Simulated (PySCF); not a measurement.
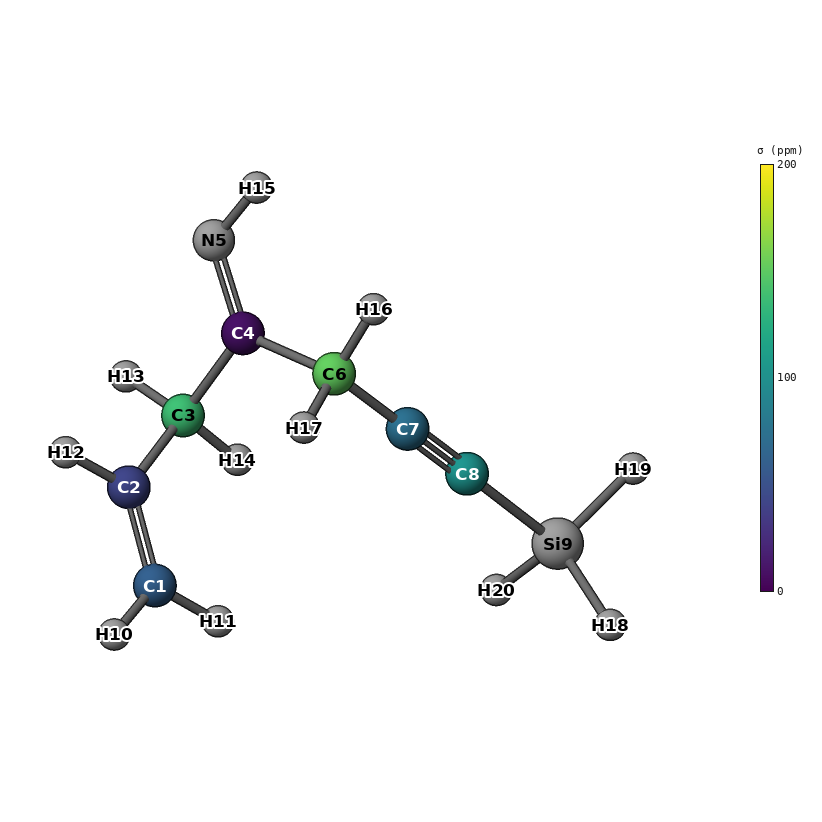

Atoms are coloured by their isotropic NMR shieldings (C only, the others grey). Computed geometry: GFN2-xTB optimisation. No frequency run is at hand to confirm it as a minimum. Level of theory: GIAO PBE0/pcSseg-1 NMR shielding, non-relativistic, gas phase (PySCF 2.14.0).

Give the isotropic NMR shieldings of the C atoms atom by atom.

```tsv
atom	σ (ppm)
C1	60.6
C2	41.9
C3	138.1
C4	9.8
C6	152.0
C7	73.4
C8	102.2
```

The geometry is semi-empirical. Around Si such bond lengths and angles can be off by a tenth of an ångström or more and by several degrees, and values that hang on the shape move with them.
